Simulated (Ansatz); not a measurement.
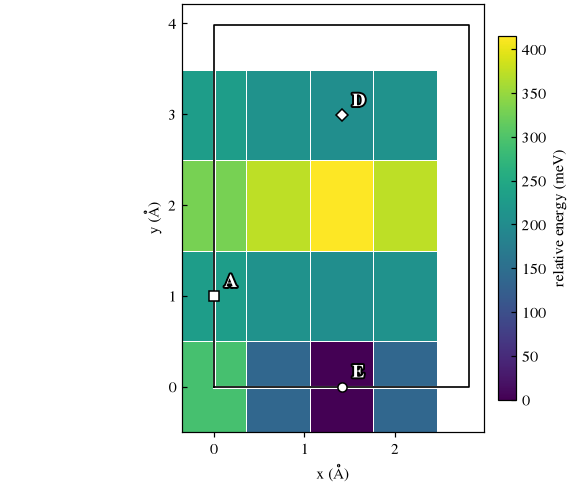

Cu on an Al(110) slab cut from the Fm-3m phase, its upper half relaxed before the scan (16 atoms of substrate and one adsorbate in a 2 × 2 cell). 
- Cu is moved over the surface cell at a fixed height above a rigid substrate; the origin of the map has the adsorbate above Al13; the height is held at 2.20 Å.
- Places are given modulo a cell vector. The map is drawn in real space over the plane of the surface.
- The grid has 4 × 4 points; 9 points were computed and 7 follow by symmetry.
- Places are given in fractions of the 1 × 1 surface cell.
- All energies are given in meV relative to the lowest grid point.
- The runs have no spin polarisation, so an open-shell adsorbate far from the surface lies too high. At a fixed height the lowest place need not be the adsorption site.
- Theory: DFT PBE+D3(BJ), scalar-relativistic, plane waves, PAW in Ansatz 0.2.0. Settings: cutoff 420 eV, k-mesh 5×4×1, gaussian smearing 0.1 eV, no spin polarisation.

Drawn: one coloured cell a grid point, the outline of one cell of the plane, lettered points.

**Rank the lettered points by energy, lowest first.**

E (0 meV), D (203 meV), A (230 meV).

PAW datasets: the set soft_1.
